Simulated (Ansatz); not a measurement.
GaN: x(Sb) = 0.5, 4 atoms, R3m

Consider GaN in the zinc blende structure (space group F-43m, No. 216; a = 4.5488 Å).

The other end (x = 1) is GaSb in the zinc blende structure (space group F-43m, No. 216): 29.99 Å³/atom, gap zero.

The change: a fraction x = 0.5 of the N sites is given to Sb, ordered in a cell of 4 atoms (starting symmetry R3m) and fully relaxed.

Calculations: Ansatz (an electronic-structure program) PBE, no spin-orbit coupling, earlier PAW set. k-mesh 15×15×15 (Γ-centred); smearing 0.05 eV (Fermi–Dirac), for the changed cell.

The volume per atom increases by 8.197 Å³ to 19.96 Å³ and the density falls by 0.19 g/cm³ (5.91 g/cm³ → 5.72 g/cm³). The shortest interatomic distance decreases by 0.0185 Å (1.970 Å → 1.951 Å) and the band gap becomes zero (base: 1.54 eV). The mixing energy amounts to +0.51 eV/atom (to 0.01 eV only: unlike meshes or grids) and the mean first-shell distances is N–Ga 2.134 Å (end compound 1.970 Å), Sb–Ga 2.649 Å (end compound 2.691 Å).

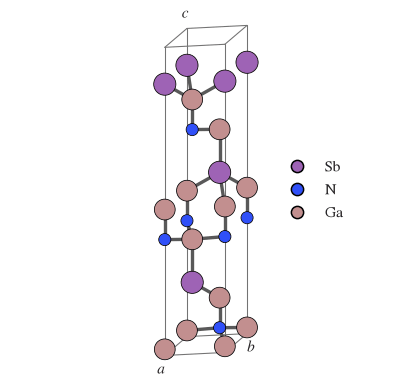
Figure. The relaxed conventional cell after the change

Cost of the whole job for the changed cell (relaxation, final SCF and bands): about 27 core-minutes (a rough figure).

Each cell is one ordered arrangement of few atoms, which overstates ordering effects compared with a random alloy. With Sb present, leaving out spin-orbit coupling can change the band edges. Whether these cells are dynamically stable was not tested. All final runs are without spin polarisation. This is not the structure that GaN has at room temperature and ambient pressure. A zero or small gap of GaSb can be the functional's error rather than a property of the material.
